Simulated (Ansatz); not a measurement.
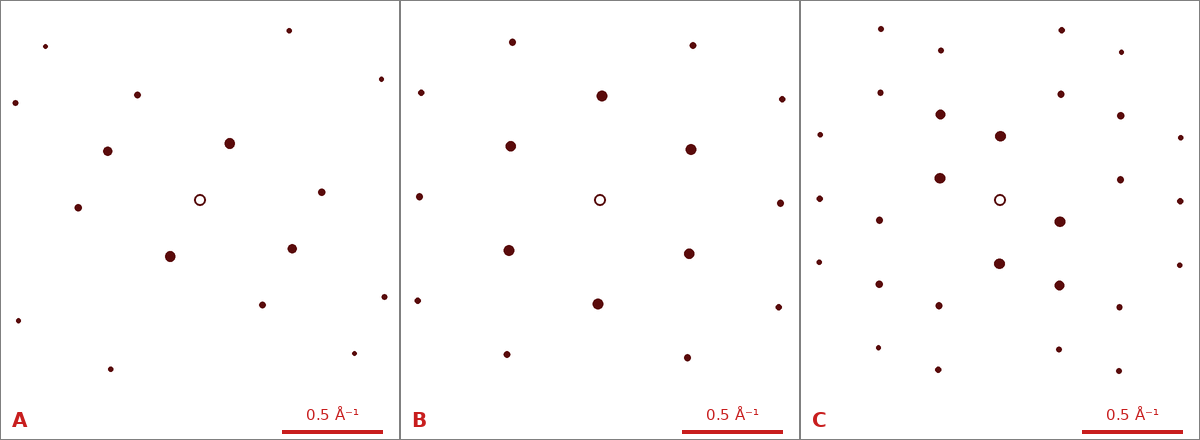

Computed electron diffraction patterns, 300 kV, single scattering only, B = 0.5 Å².

All three come from Si, space group Fd-3m (No. 227), a = 5.43 Å. Structure: the input geometry of an electronic-structure calculation (not necessarily at equilibrium).

Q: Assign the zone axes [110], [111], [211] to A, B and C.

A: A is [211]: rectangular net of -1 1 1 at d = 3.14 Å and 0 -2 2 at d = 1.92 Å, at 90.0°. B is [111]: hexagonal net of -2 2 0 at d = 1.92 Å and -2 0 2 at d = 1.92 Å, at 60.0°. C is [110]: centred rectangular net of -1 1 -1 at d = 3.14 Å and -1 1 1 at d = 3.14 Å, at 70.5°.
